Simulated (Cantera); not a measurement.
A closed system holds: 1 mol trisilylamine, 0.3 mol N2, 4.9 mol NH3, equilibrated at 5.20 Pa.

These are equilibrium values from Cantera (NASA tables, ideal gas, pure condensed phases), not measurements of a reactor. Candidate condensed phases: Si, Si3N4; 18 gas species. The feed counts by its element totals alone. Mutual solubility and eutectic melting of coexisting phases are not modelled. The tables' values for SiN are old estimates; treat these amounts as uncertain. Gases not in the tables: Si2H6 and higher silanes. Equilibrium is a limit: real reactors are often held back by kinetics, nucleation or transport.

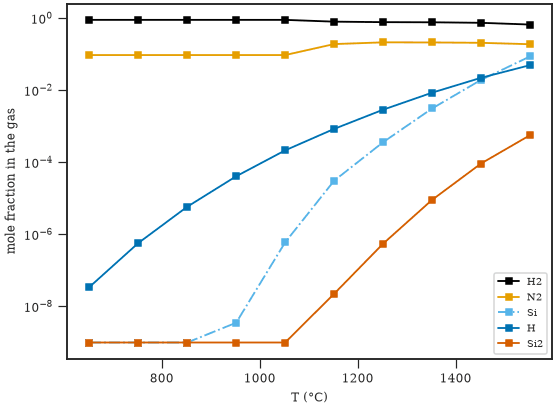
Figure. Equilibrium gas composition (values under 1e-9 drawn at 1e-9)

From 652 °C to 1052 °C the condensed part is Si3N4(s). At 1152 °C the condensed part is Si(s) + Si3N4(s). From 1252 °C to 1352 °C the condensed part is Si(s). From 1452 °C to 1552 °C the condensed part is Si(l).
